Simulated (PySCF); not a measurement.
Sn(Me)2(SH)2, SMILES [CH3][Sn]([CH3])([SH])[SH] (C2H8S2Sn) at its PBE0/def2-SVP optimised geometry (Å):

```
13

C     -1.3842    -1.9842     1.8772
Sn    -0.8129    -1.1298     0.0000
C     -1.5106    -2.1576    -1.7528
S     -1.7207     1.1298     0.0000
S      1.6225    -1.1298     0.0000
H     -1.0167    -1.3504     2.6958
H     -2.4793    -2.0528     1.9361
H     -0.9482    -2.9883     1.9742
H     -2.6097    -2.1712    -1.7552
H     -1.1558    -1.6467    -2.6589
H     -1.1275    -3.1878    -1.7482
H     -1.4758     1.3345    -1.3130
H      1.7207    -0.7440    -1.2912
```

Computed with PySCF 2.14.0 with PBE0/def2-TZVP, def2 effective core potentials past Kr. The core electrons that the potentials of Sn replace are not part of the density.

Map of the Laplacian of the electron density (e/bohr⁵), clipped to [-1.50, 1.50] on the plane z = 0.8 Å:

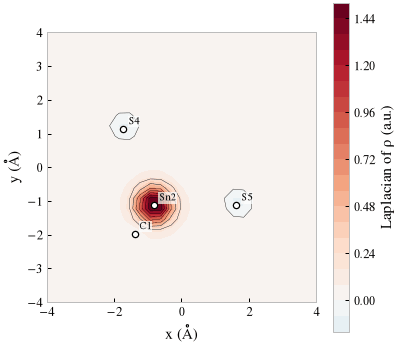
*Laplacian of the electron density (e/bohr⁵), clipped to [-1.50, 1.50] on the plane z = 0.8 Å.*
